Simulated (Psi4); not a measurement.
# B3LYP/def2-TZVP (density fitting, core potential, sweep point 1) run of InHBrOF (SMILES [OH][In]([F])[Br])

Wanted: the energy of InHBrOF. 

The calculation is run with Psi4 1.11.

6 further runs of the same task are left out: 1 that didn't finish, 5 set aside as unsound or not needed.

### Step 1. The structure to begin with

InHBrOF: 5 atoms, total charge 0, spin state singlet. SMILES: `[OH][In]([F])[Br]`. The shape is that of a PBE0-D4/def2-TZVP optimisation. This is one conformer, not always the lowest.

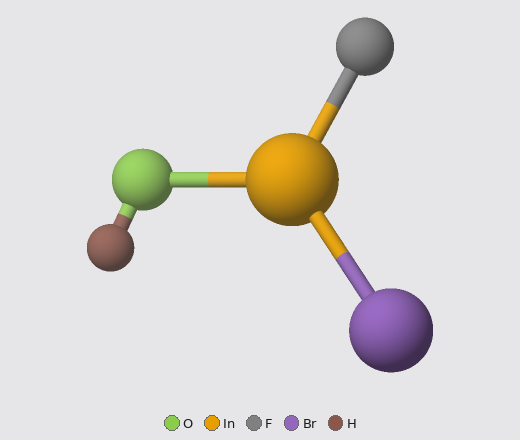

The structure, seen from a chosen angle (oxygen green, indium amber, fluorine grey, bromine purple, hydrogen brown).

### Step 2. A single-point energy at B3LYP/def2-TZVP (density fitting, core potential, sweep point 1)

The input, brfhino.inp:

```
memory 1.6 GB

molecule {
  0 1
  O      0.417800     1.465500     0.331000
  In     0.132800    -0.453700     0.060700
  F      1.415000    -1.618000     0.909300
  Br    -1.666700    -1.464900    -1.229500
  H     -0.249000     1.997400    -0.113000
  units angstrom
  symmetry c1
}

set {
  basis    def2-TZVP
  scf_type df
}

e, wfn = energy("b3lyp", return_wfn=True)
print_variables()
```

Started as:

```
$ psi4 -i brfhino.inp -o brfhino.out -n 1
```

Q: Predict the results. Wanted: total energy; dipole moment; HOMO energy; LUMO energy; HOMO–LUMO gap.

**Answer.** As computed:

At B3LYP/def2-TZVP (density fitting, core potential, sweep point 1):

| quantity | value |
| --- | --- |
| total energy | -2940.23372 Eh |
| dipole moment | 2.60 D |
| HOMO energy | -8.68 eV |
| LUMO energy | -3.06 eV |
| HOMO–LUMO gap | 5.62 eV |
